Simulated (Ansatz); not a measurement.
CH₆ClNSi

```xyz
10

N    -1.4323    0.4164    0.1727
C    -0.3220    0.0054   -0.6723
Si    1.1108   -0.5882    0.3735
Cl    1.6615    0.9450    1.6444
H    -2.2153    0.7403   -0.3802
H    -1.1576    1.1768    0.7818
H     0.0412    0.7682   -1.3799
H    -0.6287   -0.8570   -1.2779
H     2.2847   -0.9103   -0.4753
H     0.7408   -1.7480    1.2162
```

Geometry: PBE0-D4/def2-TZVP.

All numbers below come from RKS PBE0-D4/def2-TZVPP in Ansatz 0.2.0.

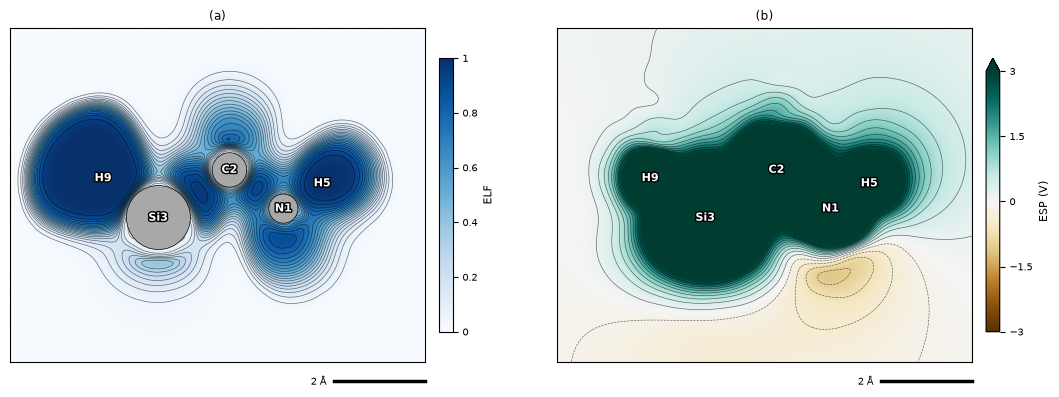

Figure 1. (a) ELF; (b) electrostatic potential on the plane of atoms C2, Si3 and H9. Grey discs cover the atomic cores in the ELF map.

What does the map show?

- The section cuts through N, C, Si and H sites.
- C–N (1.45 Å): the ELF peaks at about 0.90 between the atoms; localised, covalent bonding.
- C–Si (1.87 Å): the ELF peaks at about 0.95 between the atoms; localised, covalent bonding.
- N–H (1.01 Å): the ELF climbs to about 1 towards the hydrogen, as it does in any bond to H (an ordinary covalent bond to hydrogen).
- Si–H (1.48 Å): the ELF climbs to about 1 towards the hydrogen.
- Outside the dense part of the molecule the potential is most negative (−1.1 V) near N1.

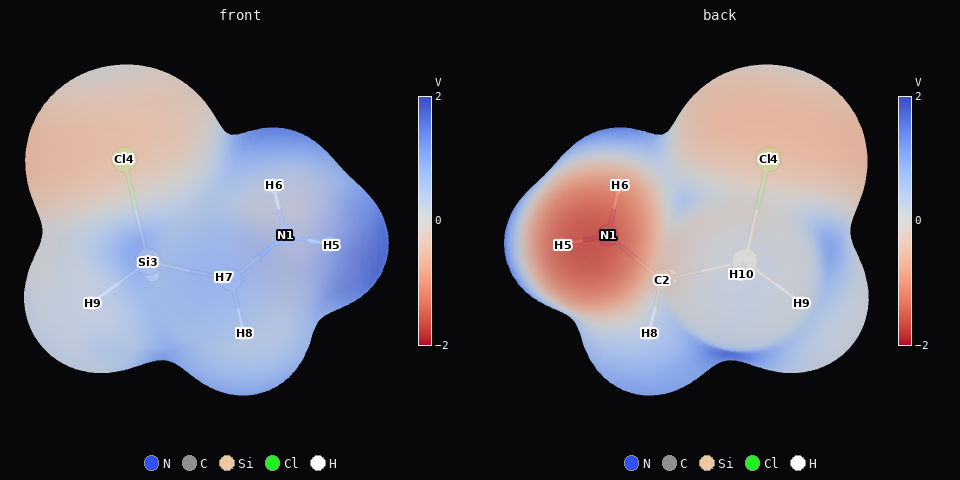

Figure 2. The molecular electrostatic potential painted on the density surface at 0.002 e/bohr³, seen from the front and from behind; the colour scale runs from red (negative) to blue (positive).

Where is the surface potential most negative and most positive?

The most negative region (about −1.6 V) lies over N1, the most positive (about +1.6 V) over Si3 and H5. N1 is the likeliest acceptor of a hydrogen bond.

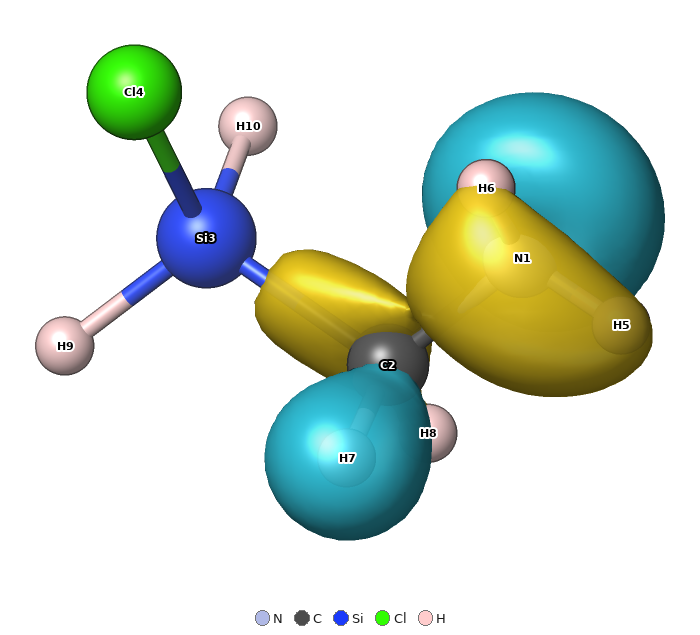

Figure 3. The HOMO at ±0.15 Å⁻³ᐟ² (yellow and cyan are the two phases), seen at a tilt.

Where does this orbital lie, and at what energy?

By Hirshfeld shares it lies mainly on N1 (about 65 %), C2 (about 10 %) and H7 (about 10 %). Its energy is −7.13 eV.
